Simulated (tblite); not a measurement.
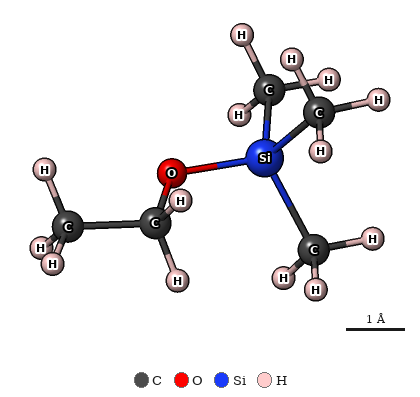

Fig. 1: The structure as given in the input (ball-and-stick view, seen at a tilt).

# Geometry relaxation, with input and output: C₅H₁₄OSi

C₅H₁₄OSi, SMILES CCO[Si](C)(C)C, computed with GFN2-xTB geometry optimisation, gas phase (tblite 0.8.0).

### Input
```
{"job": {"xc": "GFN2-xTB", "basis": "xTB", "kind": "relax"}, "charge": 0, "multiplicity": 1}
C      3.146100    -0.007400     0.420700
C      1.678900     0.386900     0.616300
O      0.898800    -0.384300    -0.273000
Si    -0.776400    -0.168500    -0.298900
C     -1.522700    -0.598400     1.390400
C     -1.551000    -1.312800    -1.580600
C     -1.233700     1.598100    -0.726400
H      3.287000    -1.070300     0.607000
H      3.451300     0.185300    -0.610000
H      3.785000     0.556900     1.100400
H      1.393900     0.169300     1.661400
H      1.561200     1.451500     0.431600
H     -2.616800    -0.509200     1.360600
H     -1.143800     0.080600     2.153200
H     -1.269300    -1.612000     1.672700
H     -1.156900    -1.083400    -2.561400
H     -2.631800    -1.186500    -1.595500
H     -1.322300    -2.363600    -1.350000
H     -0.859300     2.292200     0.040600
H     -2.316000     1.709000    -0.774200
H     -0.811100     1.883400    -1.685400
```

The first line tells a small driver script what to run in tblite; the rest is the geometry in Å.

Run on 1 CPU thread, shared host.

Run as:
```bash
OMP_NUM_THREADS=1 python <driver script> task.json out
```

### The program's output
```
step      E/eV     max force
  0    -643.86406    1.338
  1    -643.92134    0.583
  2    -643.93505    0.242
  3    -643.94461    0.337
  4    -643.95262    0.216
  5    -643.95801    0.213
  6    -643.96432    0.196
  7    -643.96857    0.162
  8    -643.97099    0.100
  9    -643.97238    0.083
 10    -643.97360    0.097
 11    -643.97496    0.147
 12    -643.97664    0.152
 13    -643.97876    0.110
 14    -643.98142    0.103
 15    -643.98462    0.124
 16    -643.98833    0.164
 17    -643.99209    0.164
 18    -643.99496    0.114
 19    -643.99656    0.077
 20    -643.99752    0.072
 21    -643.99850    0.091
 22    -643.99992    0.115
 23    -644.00191    0.124
 24    -644.00425    0.124
 25    -644.00636    0.120
 26    -644.00795    0.093
 27    -644.00895    0.084
 28    -644.00958    0.084
 29    -644.01005    0.075
 30    -644.01052    0.067
 31    -644.01105    0.065
 32    -644.01158    0.060
 33    -644.01203    0.050
 34    -644.01243    0.049
 35    -644.01289    0.066
 36    -644.01344    0.066
 37    -644.01407    0.067
 38    -644.01469    0.054
 39    -644.01528    0.054
 40    -644.01586    0.058
 41    -644.01639    0.047
 42    -644.01680    0.038
 43    -644.01680    0.038
 44    -644.01694    0.031
 45    -644.01721    0.035
 46    -644.01729    0.041
 47    -644.01756    0.036
 48    -644.01773    0.031
 49    -644.01794    0.032
 50    -644.01815    0.041
 51    -644.01837    0.034
 52    -644.01851    0.023
 53    -644.01859    0.017
 54    -644.01865    0.020
 55    -644.01870    0.017
 56    -644.01874    0.013
 57    -644.01876    0.013
 58    -644.01878    0.014
 59    -644.01882    0.017
 60    -644.01888    0.019
 61    -644.01895    0.021
 62    -644.01902    0.016
 63    -644.01907    0.013
 64    -644.01911    0.014
 65    -644.01914    0.013
 66    -644.01918    0.013
 67    -644.01921    0.012
 68    -644.01924    0.013
 69    -644.01927    0.015
 70    -644.01930    0.012
 71    -644.01932    0.010
 72    -644.01933    0.007
 73    -644.01935    0.008
 74    -644.01936    0.008
 75    -644.01937    0.007
 76    -644.01938    0.008
 77    -644.01939    0.009
 78    -644.01941    0.013
 79    -644.01943    0.015
 80    -644.01945    0.013
 81    -644.01946    0.007
 82    -644.01947    0.008
 83    -644.01948    0.010
 84    -644.01950    0.016
 85    -644.01953    0.018
 86    -644.01956    0.013
 87    -644.01960    0.014
 88    -644.01963    0.014
 89    -644.01966    0.014
 90    -644.01968    0.011
 91    -644.01970    0.006
 92    -644.01971    0.006
 93    -644.01971    0.006
 94    -644.01972    0.005
 95    -644.01972    0.005
 96    -644.01973    0.004
 97    -644.01973    0.004
 98    -644.01973    0.003
```

### Trajectory as extended XYZ (Å, eV, eV/Å), 10 of the 12 frames kept, from step=0 to step=98
```
21
Properties=species:S:1:pos:R:3:forces:R:3 step=0 energy=-643.86406
C     3.1461   -0.0074    0.4207    0.0330   0.0710  -0.1040
C     1.6789    0.3869    0.6163    0.6160  -0.7680   0.1010
O     0.8988   -0.3843   -0.2730   -1.2240   0.5010   0.2030
Si   -0.7764   -0.1685   -0.2989    0.9870  -0.6570   0.1110
C    -1.5227   -0.5984    1.3904   -0.3170   0.2240   0.0820
C    -1.5510   -1.3128   -1.5806    0.2760  -0.5280   0.0570
C    -1.2337    1.5981   -0.7264   -0.0330   0.7060   0.2290
H     3.2870   -1.0703    0.6070   -0.1030   0.0470   0.0480
H     3.4513    0.1853   -0.6100   -0.0630   0.0520   0.1620
H     3.7850    0.5569    1.1004   -0.0820  -0.0250  -0.0890
H     1.3939    0.1693    1.6614   -0.0480   0.1020  -0.2730
H     1.5612    1.4515    0.4316   -0.1420   0.1680  -0.0820
H    -2.6168   -0.5092    1.3606    0.4260  -0.0610   0.1390
H    -1.1438    0.0806    2.1532   -0.1460  -0.1360   0.0560
H    -1.2693   -1.6120    1.6727   -0.0390  -0.0660   0.1300
H    -1.1569   -1.0834   -2.5614   -0.0860  -0.1330  -0.1470
H    -2.6318   -1.1865   -1.5955    0.2100  -0.0490  -0.0140
H    -1.3223   -2.3636   -1.3500   -0.1790   0.4300  -0.2200
H    -0.8593    2.2922    0.0406   -0.1830  -0.1280  -0.3740
H    -2.3160    1.7090   -0.7742    0.1650   0.1150  -0.0520
H    -0.8111    1.8834   -1.6854   -0.0680   0.1360   0.0370
21
Properties=species:S:1:pos:R:3:forces:R:3 step=8 energy=-643.97099
C     3.1479   -0.0218    0.4074   -0.0180   0.0110   0.0000
C     1.6921    0.3684    0.6139    0.0150  -0.0240  -0.0240
O     0.8519   -0.3547   -0.2549   -0.0280   0.0160   0.0240
Si   -0.7780   -0.1727   -0.2883    0.0590  -0.0660  -0.0110
C    -1.5272   -0.6000    1.4154   -0.0350   0.0190  -0.0080
C    -1.5057   -1.3360   -1.5977   -0.0190  -0.0070   0.0120
C    -1.2372    1.6263   -0.7243   -0.0260   0.0320   0.0030
H     3.2849   -1.0822    0.6095   -0.0060   0.0530  -0.0610
H     3.4539    0.1920   -0.6144   -0.0350  -0.0700   0.0260
H     3.7726    0.5539    1.0870   -0.0010  -0.0350  -0.0090
H     1.3969    0.1688    1.6519    0.0180   0.0100  -0.0350
H     1.5644    1.4413    0.4256    0.0160  -0.0120   0.0180
H    -2.6082   -0.5161    1.3930   -0.0350  -0.0210   0.0510
H    -1.1669    0.0683    2.1933   -0.0020  -0.0200   0.0080
H    -1.2827   -1.6171    1.7115    0.0030   0.0340   0.0040
H    -1.1582   -1.1239   -2.6032    0.0650  -0.0090   0.0630
H    -2.5813   -1.1907   -1.5898   -0.0180  -0.0310  -0.0540
H    -1.3245   -2.3848   -1.3880    0.0880   0.0480  -0.0010
H    -0.8713    2.3278    0.0199   -0.0070   0.0210   0.0210
H    -2.3124    1.7484   -0.7856   -0.0470   0.0550  -0.0100
H    -0.8201    1.9218   -1.6825    0.0130  -0.0060  -0.0170
21
Properties=species:S:1:pos:R:3:forces:R:3 step=17 energy=-643.99209
C     3.1395   -0.0491    0.3762   -0.1290   0.0020  -0.0060
C     1.6889    0.3644    0.6070   -0.0310  -0.0020   0.0000
O     0.8059   -0.3335   -0.2407    0.0030   0.0390   0.0410
Si   -0.8272   -0.1444   -0.2656    0.0550  -0.1110  -0.0230
C    -1.5624   -0.5914    1.4426    0.0130   0.0000   0.0170
C    -1.4640   -1.3414   -1.5955    0.0320  -0.0130  -0.0210
C    -1.2667    1.6571   -0.7191   -0.0070   0.0420   0.0000
H     3.2674   -1.1131    0.5701   -0.0330   0.0820  -0.0220
H     3.4307    0.1550   -0.6532   -0.0200  -0.0100   0.0970
H     3.7759    0.5185    1.0569   -0.0360  -0.0910  -0.1320
H     1.4110    0.1677    1.6508    0.0310   0.0110  -0.0290
H     1.5788    1.4422    0.4271    0.0310  -0.0450   0.0130
H    -2.6455   -0.5363    1.4662   -0.0030   0.0240  -0.0490
H    -1.1887    0.0713    2.2183   -0.0060   0.0330   0.0200
H    -1.2856   -1.6036    1.7254    0.0080  -0.0100  -0.0130
H    -1.0540   -1.1198   -2.5751    0.0120   0.0380   0.0190
H    -2.5461   -1.2677   -1.6684    0.0870  -0.0050   0.0210
H    -1.2170   -2.3738   -1.3709   -0.0030   0.0290   0.0420
H    -0.8947    2.3559    0.0225    0.0470   0.0460   0.0710
H    -2.3325    1.8285   -0.8042   -0.0920  -0.0670   0.0050
H    -0.8227    1.9302   -1.6709    0.0410   0.0070  -0.0510
21
Properties=species:S:1:pos:R:3:forces:R:3 step=35 energy=-644.01289
C     3.0964   -0.0937    0.3249   -0.0040  -0.0060  -0.0110
C     1.6821    0.3810    0.6242    0.0410   0.0100   0.0100
O     0.7803   -0.3000   -0.2076    0.0330   0.0310   0.0480
Si   -0.8443   -0.1197   -0.2414   -0.0040   0.0010   0.0170
C    -1.5933   -0.5667    1.4590   -0.0170   0.0000   0.0080
C    -1.3630   -1.3465   -1.5879   -0.0080   0.0010  -0.0080
C    -1.2999    1.6792   -0.6980   -0.0140  -0.0130  -0.0020
H     3.1684   -1.1641    0.4999   -0.0030   0.0060  -0.0080
H     3.3317    0.1021   -0.7178    0.0200  -0.0060   0.0040
H     3.8175    0.4184    0.9576   -0.0500   0.0150  -0.0070
H     1.4294    0.1885    1.6751    0.0220   0.0000  -0.0310
H     1.5937    1.4615    0.4486    0.0430  -0.0440   0.0100
H    -2.6767   -0.5239    1.4616   -0.0300   0.0090  -0.0260
H    -1.2432    0.1072    2.2369    0.0040   0.0070  -0.0020
H    -1.3085   -1.5747    1.7494    0.0060   0.0090   0.0000
H    -0.9076   -1.1026   -2.5412    0.0020  -0.0030  -0.0130
H    -2.4386   -1.3329   -1.7204   -0.0180   0.0000  -0.0050
H    -1.0728   -2.3596   -1.3340    0.0050  -0.0150   0.0010
H    -0.9464    2.3813    0.0525   -0.0010   0.0030   0.0100
H    -2.3698    1.8249   -0.7972   -0.0280  -0.0140   0.0030
H    -0.8446    1.9574   -1.6447    0.0010   0.0110   0.0010
21
Properties=species:S:1:pos:R:3:forces:R:3 step=44 energy=-644.01694
C     3.1046   -0.1100    0.3087    0.0170  -0.0060  -0.0030
C     1.7065    0.3886    0.6367    0.0010  -0.0070  -0.0130
O     0.7829   -0.2778   -0.1808   -0.0020  -0.0040  -0.0170
Si   -0.8419   -0.1168   -0.2364   -0.0060  -0.0120  -0.0140
C    -1.6179   -0.5541    1.4537    0.0050   0.0060  -0.0040
C    -1.3404   -1.3505   -1.5893    0.0000  -0.0030  -0.0020
C    -1.3257    1.6750   -0.6884   -0.0030   0.0120   0.0010
H     3.1586   -1.1815    0.4791    0.0220  -0.0120   0.0040
H     3.3267    0.0845   -0.7369    0.0050  -0.0030  -0.0110
H     3.8422    0.3914    0.9286    0.0010   0.0050   0.0230
H     1.4693    0.1981    1.6908    0.0120  -0.0070  -0.0070
H     1.6404    1.4700    0.4655   -0.0130  -0.0010  -0.0090
H    -2.7018   -0.5106    1.4334    0.0080  -0.0030   0.0020
H    -1.2775    0.1322    2.2251   -0.0270   0.0000   0.0150
H    -1.3342   -1.5565    1.7634   -0.0150   0.0030  -0.0030
H    -0.8821   -1.1075   -2.5420    0.0070   0.0140   0.0140
H    -2.4159   -1.3456   -1.7307    0.0050   0.0100   0.0120
H    -1.0465   -2.3632   -1.3347    0.0060   0.0100   0.0130
H    -0.9864    2.3744    0.0712   -0.0090   0.0160   0.0150
H    -2.3982    1.8019   -0.7884   -0.0120  -0.0130  -0.0030
H    -0.8718    1.9750   -1.6288   -0.0020  -0.0050  -0.0130
21
Properties=species:S:1:pos:R:3:forces:R:3 step=53 energy=-644.01859
C     3.1127   -0.1128    0.3064    0.0110  -0.0020   0.0000
C     1.7101    0.3799    0.6262    0.0090  -0.0020   0.0030
O     0.7852   -0.2841   -0.1914   -0.0050  -0.0030   0.0130
Si   -0.8394   -0.1124   -0.2312   -0.0060   0.0120  -0.0090
C    -1.6228   -0.5508    1.4557    0.0030   0.0000  -0.0070
C    -1.3381   -1.3444   -1.5824   -0.0050  -0.0090  -0.0080
C    -1.3302    1.6771   -0.6871   -0.0040   0.0070   0.0010
H     3.1773   -1.1834    0.4804   -0.0070  -0.0050  -0.0020
H     3.3431    0.0812   -0.7375    0.0070   0.0040  -0.0020
H     3.8386    0.3948    0.9355    0.0100   0.0080  -0.0040
H     1.4743    0.1872    1.6800   -0.0050   0.0010   0.0010
H     1.6383    1.4611    0.4552    0.0160  -0.0010   0.0040
H    -2.7068   -0.5113    1.4250    0.0050  -0.0020  -0.0040
H    -1.2954    0.1321    2.2359   -0.0070  -0.0010  -0.0030
H    -1.3405   -1.5546    1.7617   -0.0080   0.0020   0.0100
H    -0.8775   -1.0995   -2.5330    0.0050   0.0080  -0.0080
H    -2.4127   -1.3402   -1.7245   -0.0140   0.0050   0.0020
H    -1.0422   -2.3555   -1.3263    0.0040  -0.0130   0.0070
H    -1.0006    2.3841    0.0701   -0.0050   0.0020   0.0040
H    -2.4042    1.7923   -0.7904   -0.0030  -0.0070  -0.0010
H    -0.8782    1.9761   -1.6291   -0.0020  -0.0030   0.0020
21
Properties=species:S:1:pos:R:3:forces:R:3 step=62 energy=-644.01902
C     3.1192   -0.1152    0.3056    0.0130  -0.0050  -0.0040
C     1.7169    0.3779    0.6269    0.0090   0.0050   0.0010
O     0.7874   -0.2834   -0.1881    0.0000   0.0050   0.0020
Si   -0.8375   -0.1111   -0.2308   -0.0040   0.0060   0.0060
C    -1.6264   -0.5505    1.4534   -0.0090   0.0030   0.0040
C    -1.3391   -1.3435   -1.5816    0.0030  -0.0030  -0.0020
C    -1.3355    1.6776   -0.6856   -0.0040  -0.0030  -0.0020
H     3.1857   -1.1855    0.4787   -0.0060  -0.0130   0.0020
H     3.3509    0.0804   -0.7375   -0.0060  -0.0010  -0.0150
H     3.8456    0.3940    0.9330    0.0050   0.0020   0.0090
H     1.4816    0.1873    1.6811    0.0010  -0.0030   0.0030
H     1.6516    1.4592    0.4555   -0.0100   0.0100   0.0000
H    -2.7100   -0.5131    1.4157   -0.0100   0.0020  -0.0080
H    -1.3073    0.1362    2.2334    0.0020   0.0000   0.0020
H    -1.3475   -1.5529    1.7673    0.0100   0.0060  -0.0040
H    -0.8789   -1.0986   -2.5325    0.0040   0.0020  -0.0070
H    -2.4141   -1.3390   -1.7230   -0.0040   0.0090   0.0060
H    -1.0436   -2.3548   -1.3250    0.0050  -0.0080   0.0020
H    -1.0143    2.3878    0.0726    0.0020  -0.0100  -0.0030
H    -2.4099    1.7853   -0.7926   -0.0030  -0.0090   0.0000
H    -0.8835    1.9787   -1.6269    0.0030   0.0030   0.0070
21
Properties=species:S:1:pos:R:3:forces:R:3 step=80 energy=-644.01945
C     3.1244   -0.1198    0.3010   -0.0010  -0.0020  -0.0030
C     1.7261    0.3806    0.6299   -0.0040   0.0000   0.0010
O     0.7922   -0.2781   -0.1822   -0.0030   0.0000  -0.0020
Si   -0.8323   -0.1094   -0.2279   -0.0050   0.0120   0.0010
C    -1.6328   -0.5468    1.4508   -0.0020   0.0000   0.0040
C    -1.3337   -1.3418   -1.5786    0.0020   0.0000  -0.0010
C    -1.3420    1.6751   -0.6838   -0.0020   0.0030  -0.0010
H     3.1823   -1.1910    0.4731    0.0040  -0.0030   0.0010
H     3.3491    0.0741   -0.7442    0.0040   0.0010  -0.0040
H     3.8582    0.3838    0.9247   -0.0020  -0.0020  -0.0010
H     1.4944    0.1888    1.6846    0.0000  -0.0010   0.0070
H     1.6613    1.4622    0.4602    0.0030   0.0040  -0.0020
H    -2.7162   -0.5180    1.3984   -0.0040  -0.0020   0.0040
H    -1.3281    0.1458    2.2314   -0.0010   0.0030   0.0010
H    -1.3486   -1.5450    1.7722    0.0030  -0.0010   0.0000
H    -0.8755   -1.0968   -2.5304    0.0040  -0.0010  -0.0050
H    -2.4092   -1.3336   -1.7167   -0.0020  -0.0010  -0.0020
H    -1.0403   -2.3540   -1.3232    0.0040  -0.0040   0.0010
H    -1.0357    2.3864    0.0794   -0.0010  -0.0040   0.0010
H    -2.4169    1.7688   -0.7992    0.0010   0.0020  -0.0020
H    -0.8857    1.9856   -1.6199    0.0020  -0.0030   0.0030
21
Properties=species:S:1:pos:R:3:forces:R:3 step=89 energy=-644.01966
C     3.1221   -0.1267    0.2941    0.0020   0.0030   0.0020
C     1.7281    0.3808    0.6312   -0.0030   0.0010  -0.0020
O     0.7879   -0.2721   -0.1775    0.0060  -0.0110  -0.0060
Si   -0.8361   -0.1052   -0.2239    0.0020   0.0130  -0.0010
C    -1.6377   -0.5447    1.4537   -0.0030   0.0000   0.0010
C    -1.3252   -1.3401   -1.5769   -0.0010  -0.0030   0.0010
C    -1.3467    1.6782   -0.6821   -0.0030   0.0010  -0.0020
H     3.1775   -1.1984    0.4648   -0.0050   0.0010  -0.0010
H     3.3418    0.0681   -0.7522    0.0010  -0.0040  -0.0010
H     3.8619    0.3727    0.9136    0.0030   0.0030   0.0050
H     1.4990    0.1906    1.6868    0.0070  -0.0050   0.0040
H     1.6687    1.4629    0.4619    0.0020   0.0060  -0.0010
H    -2.7211   -0.5311    1.3968   -0.0060  -0.0020   0.0030
H    -1.3460    0.1555    2.2325    0.0010   0.0000   0.0000
H    -1.3410   -1.5377    1.7800    0.0020  -0.0010   0.0030
H    -0.8631   -1.0951   -2.5270    0.0020   0.0060  -0.0010
H    -2.3999   -1.3382   -1.7207   -0.0060  -0.0020  -0.0030
H    -1.0270   -2.3501   -1.3183    0.0000  -0.0090   0.0010
H    -1.0540    2.3893    0.0867   -0.0010  -0.0060  -0.0040
H    -2.4203    1.7675   -0.8127    0.0030   0.0050  -0.0030
H    -0.8779    1.9909   -1.6113   -0.0020   0.0030   0.0060
21
Properties=species:S:1:pos:R:3:forces:R:3 step=98 energy=-644.01973
C     3.1220   -0.1283    0.2918    0.0000   0.0000   0.0010
C     1.7291    0.3810    0.6309   -0.0010   0.0000  -0.0010
O     0.7869   -0.2712   -0.1762    0.0000  -0.0020   0.0000
Si   -0.8374   -0.1037   -0.2228    0.0000   0.0030  -0.0010
C    -1.6398   -0.5440    1.4545    0.0000   0.0000   0.0010
C    -1.3232   -1.3404   -1.5760   -0.0010   0.0000  -0.0010
C    -1.3487    1.6794   -0.6821    0.0000   0.0000   0.0000
H     3.1746   -1.2001    0.4627    0.0010  -0.0010  -0.0010
H     3.3409    0.0654   -0.7548    0.0010  -0.0010   0.0010
H     3.8634    0.3697    0.9109    0.0000   0.0010   0.0000
H     1.5031    0.1896    1.6872    0.0000   0.0010   0.0000
H     1.6706    1.4633    0.4622   -0.0010   0.0010   0.0010
H    -2.7234   -0.5366    1.3974    0.0000  -0.0010  -0.0010
H    -1.3522    0.1590    2.2323    0.0000   0.0020   0.0000
H    -1.3378   -1.5347    1.7831    0.0010  -0.0010   0.0010
H    -0.8589   -1.0932   -2.5245    0.0000   0.0000  -0.0010
H    -2.3976   -1.3409   -1.7230   -0.0020   0.0000   0.0000
H    -1.0234   -2.3501   -1.3171    0.0000  -0.0010   0.0000
H    -1.0604    2.3892    0.0893   -0.0010  -0.0010   0.0000
H    -2.4216    1.7688   -0.8184    0.0020  -0.0010   0.0000
H    -0.8753    1.9946   -1.6081    0.0000   0.0000   0.0020
```

### Results in brief

```tsv
quantity	value
outcome	converged
total energy	−644.0197 eV
wall time	0.89 s
peak memory	0.18 GiB
```
